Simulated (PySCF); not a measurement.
InH

```yaml
atoms:
  - { symbol: In, position_ang: [0.0000, 0.0000, -0.0161] }
  - { symbol: H, position_ang: [0.0000, 0.0000, 1.8409] }
```

Core potentials replace the inner electrons of In.

The calculation used PySCF, PBE0/cc-pVTZ(-PP), non-relativistic Hamiltonian with scalar-relativistic core potentials where named, at a bond length of 1.857 Å.

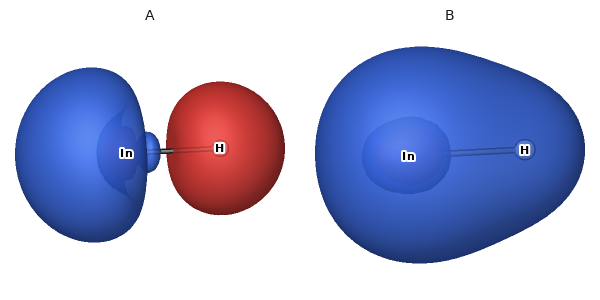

Figure 1. Two frontier orbitals, each drawn at the value that holds 80 % of its norm (red and blue are the two phases), in no order; of a degenerate pair one member is drawn.

Label each orbital by symmetry, say whether it is occupied, and order them by energy.

Answer. Orbital B: σ, occupied, −10.12 eV; mainly on In (75 %).
Orbital A: σ, occupied, −5.69 eV; shared between the atoms (In 65 %, H 35 %).

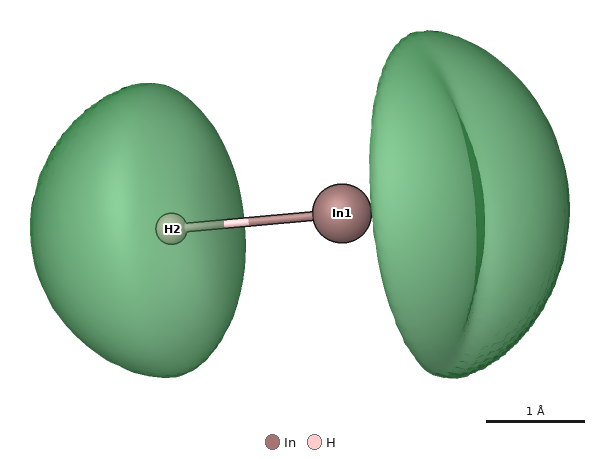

Figure 2. Isosurface of the electron localisation function at 0.75 (green), seen from one side. Core shells and regions of very low density are left out.

Describe the localisation domains.

Answer. At this value the surface marks out one region around a hydrogen nucleus and one lobe on In, pointing away from the bonds (lone pairs). Profiles from the grid: In–H (1.86 Å): the ELF climbs to about 1 towards the hydrogen.

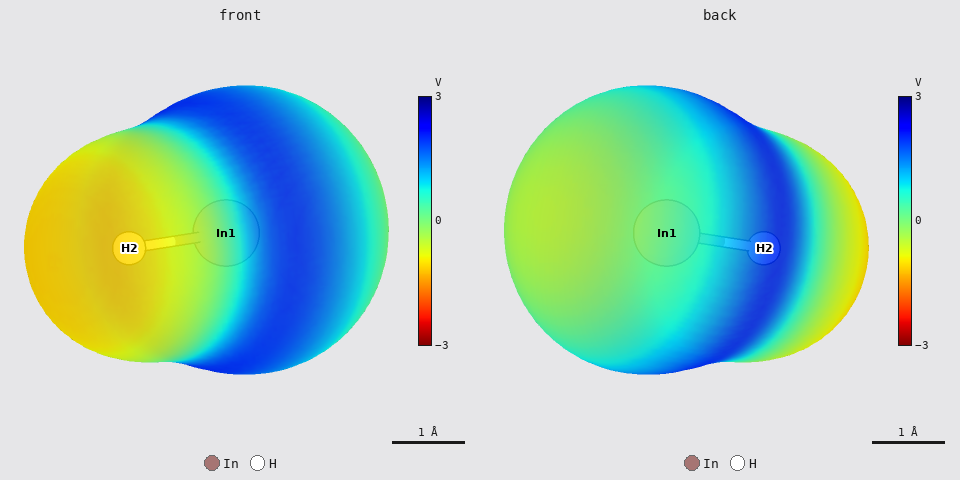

Figure 3. The electrostatic potential painted on the density surface at 0.002 e/bohr³, seen from the front and from behind; red is negative and blue positive.

Where is the surface potential most negative and most positive?

Answer. The most negative region (about −1.2 V, or −28 kcal/mol for a unit charge) lies over H2, the most positive (about +2.0 V, or +46 kcal/mol for a unit charge) over In1.

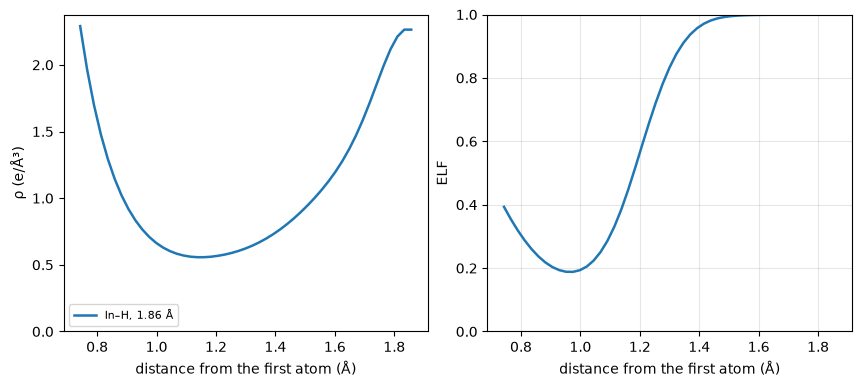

Figure 4. Electron density and electron localisation function along straight lines between neighbouring atoms. The curves leave out the atomic cores.

What can be read from the curves?

Answer. In–H (1.86 Å): the density is about 0.83 e/Å³ at the midpoint; the ELF climbs to about 1 towards the hydrogen.
